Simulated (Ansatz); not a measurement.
# WO+ (quartet): inputs that go wrong

3 inputs are run for WO+ (quartet) as typed; the log has to tell whether the result can be used and what must change.

Method: the settings change from run to run; program: Ansatz 0.2.0, Gaussian basis.

11 further runs of the same task are left out: 3 that didn't finish, 8 set aside as unsound or not needed. Runs told in other sessions of the task aren't counted.

**1. The system**

The geometry is a PBE0/def2-TZVP stationary point (not a proven minimum) of the parent state, kept for this charge and spin. No spin-orbit coupling is included. Elements past krypton take def2 core potentials.

2 atoms, charge 1, spin multiplicity 4.

Atoms are counted from 1 here; the program's logs count them from 0.

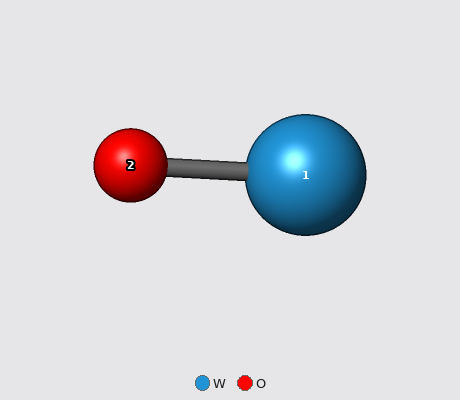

The geometry (tungsten blue, oxygen red); atoms are numbered from 1 in the order of the file.

Coordinates:

```
atom   x (Å)   y (Å)   z (Å)
  W1  0.0000  0.0000  0.0000
  O2  0.0000  0.0000  1.8806
```

**2. Input 1**

in.yaml reads:

```yaml
crystal:
  periodic: [false, false, false]
  atoms:
    - {symbol: W, position_ang: [0.000000, 0.000000, 0.000000]}
    - {symbol: O, position_ang: [0.000000, 0.000000, 1.880600]}
basis:
  gaussian: {orbitals: def2-SVP}
total_charge: 1
magnetization: {spin_polarized: false, initial_magnetization: 3}
correlation: {method: mrci, electrons: outside_noble_gas}
scf: {omitted_lower_state_checks: [cluster_reference]}
```

Run with:

```sh
$ ansatz run in.yaml --threads 1 --pin off --events-out ev --progress --plain --max-ram 2393MiB
```

What it wrote:

```text
Error: YAML parse error: error: line 10 column 23: unknown variant `mrci`, expected one of mp2, rpa, ccsd, ccsd_t, bccd, bccd_t, ccsdt, ccsdt_q, ccsdt_q_b, ccsdtq, fci, sc_nevpt2, fic_nevpt4_sd, fic_mrcisd_q, fic_mrcisd_q_relaxed
  --> <input>:10:23
   |
 8 | total_charge: 1
 9 | magnetization: {spin_polarized: false, initial_magnetization: 3}
10 | correlation: {method: mrci, electrons: outside_noble_gas}
   |                       ^ unknown variant `mrci`, expected one of mp2, rpa, ccsd, ccsd_t, bccd, bccd_t, ccsdt, ccsdt_q, ccsdt_q_b, ccsdtq, fci, sc_nevpt2, fic_nevpt4_sd, fic_mrcisd_q, fic_mrcisd_q_relaxed
11 | scf: {omitted_lower_state_checks: [cluster_reference]}
   |
```

It took 0.03 s on 1 thread of Arm Neoverse V1, shared host.

What is wrong: The run was refused. The method's name isn't one that the program knows. Cure: name one from the list in the message.

**3. Input 2**

in.yaml reads:

```yaml
crystal:
  periodic: [false, false, false]
  atoms:
    - {symbol: W, position_ang: [0.000000, 0.000000, 0.000000]}
    - {symbol: O, position_ang: [0.000000, 0.000000, 1.880600]}
basis:
  gaussian: {orbitals: def2-SVP}
total_charge: 1
magnetization: {spin_polarized: false, initial_magnetization: 3}
correlation: {method: fic_mrcisd_q, electrons: valence, active_space: {window: {electrons: 5, orbitals: 5}, states: [{multiplicity: 4, irrep: T2g, weights: [1]}]}}
scf: {lower_state_search: light}
```

The command is unchanged.

What it wrote:

```text
Functional definition: HF
  name "HF"
  cite "Fock, Z. Phys. 61, 126 (1930) doi:10.1007/BF01340294"
  parent pbe
  exchange = exact_x
  correlation = 0
810 factors; integrals over basis functions are off by at most 1.0e-7 eV
mean field evaluation 1: about -3813.3646 eV, gradient 8.6e1 eV
mean field evaluation 2: about -3813.4374 eV, gradient 8.6e1 eV
mean field evaluation 4: about -3823.2587 eV, gradient 5.6e1 eV
mean field evaluation 8: about -3831.6816 eV, gradient 1.0e0 eV
mean field evaluation 16: about -3831.7522 eV, gradient 1.8e-6 eV
mean field evaluation 32: about -3829.6160 eV, gradient 1.6e-6 eV
mean field evaluation 64: about -3829.6034 eV, gradient 2.0e0 eV
mean field evaluation 96: about -3830.7279 eV, gradient 9.0e-3 eV
mean field evaluation 128: about -3829.7539 eV, gradient 8.2e-1 eV
mean field evaluation 160: about -3830.3091 eV, gradient 4.3e-1 eV
mean field evaluation 192: about -3825.2366 eV, gradient 3.2e1 eV
mean field evaluation 224: about -3831.7481 eV, gradient 4.1e-1 eV
mean field evaluation 256: about -3831.2058 eV, gradient 2.1e0 eV
mean field evaluation 288: about -3825.1614 eV, gradient 4.1e1 eV
mean field evaluation 320: about -3729.9020 eV, gradient 1.1e2 eV
mean field -3831.75216255 eV, -140.8142947187 hartree, gradient 2.9e-6 eV, S^2 3.750000; 20 other end points of the search recorded, 0 dependent functions left out
reference -3831.75216255 eV, -140.8142947187 hartree; 12, 9 occupied and 34, 37 virtual orbitals, 810 factors
Error: the irrep T2g is not accepted for these orbitals, which take A1, B1, B2, A2, or 1 to 4
```

Wall time 3.4 s (1 thread of Arm Neoverse V1, shared host).

What is wrong: The run stopped with an error. The symmetry label isn't among those of the (sub)group in which the program labels its orbitals. To mend it, name an irrep that the log lists.

**4. Input 3**

in.yaml reads:

```yaml
crystal:
  periodic: [false, false, false]
  atoms:
    - {symbol: W, position_ang: [0.000000, 0.000000, 0.000000]}
    - {symbol: O, position_ang: [0.000000, 0.000000, 1.880600]}
basis:
  gaussian: {orbitals: def2-TZVPP}
total_charge: 1
magnetization: {spin_polarized: false, initial_magnetization: 3}
correlation: {method: ccsdtq, electrons: all}
scf: {lower_state_search: off}
```

The command is unchanged.

What it wrote:

```text
Functional definition: HF
  name "HF"
  cite "Fock, Z. Phys. 61, 126 (1930) doi:10.1007/BF01340294"
  parent pbe
  exchange = exact_x
  correlation = 0
these checks for a lower state are left out or cut short: stability, starts, cluster_reference, orbital_swaps, neighbouring_geometries, increment
1054 factors; integrals over basis functions are off by at most 2.2e-7 eV
mean field evaluation 1: about -3815.6595 eV, gradient 9.2e1 eV
mean field evaluation 2: about -3815.6653 eV, gradient 9.2e1 eV
mean field evaluation 4: about -3826.4562 eV, gradient 5.6e1 eV
mean field evaluation 8: about -3834.7408 eV, gradient 5.3e-1 eV
mean field evaluation 16: about -3834.7440 eV, gradient 1.3e-5 eV
mean field -3834.74401362 eV, -140.9242432176 hartree, gradient 1.9e-6 eV, S^2 3.750000; 0 other end points of the search recorded, 0 dependent functions left out
reference -3834.74401362 eV, -140.9242432176 hartree; 12, 9 occupied and 75, 78 virtual orbitals, 1054 factors
Error: with its amplitudes the run needs 758.59 GiB of memory by its plan, which may be too low or too high, and 2.33 GiB are given
refused for memory
```

Run time: 2.6 s. Hardware: 1 thread of Arm Neoverse V1, shared host.

Diagnosis: The run was refused for memory. The method is too large for the memory allowed. Cure: freeze cores, shrink the basis or take a lower level.

**5. How the runs ended**

```
input                      level                ended                                                                                            cause    time
    1            'mrci'/def2-SVP              refused                                               the method's name isn't one that the program knows  0.03 s
    2     MRCISD+Q(5,5)/def2-SVP  stopped by an error  the symmetry label isn't among those of the (sub)group in which the program labels its orbitals   3.4 s
    3  CCSDTQ on ROHF/def2-TZVPP        out of memory                                                   the method is too large for the memory allowed   2.6 s
```

1 refused, 1 stopped by an error, 1 out of memory.
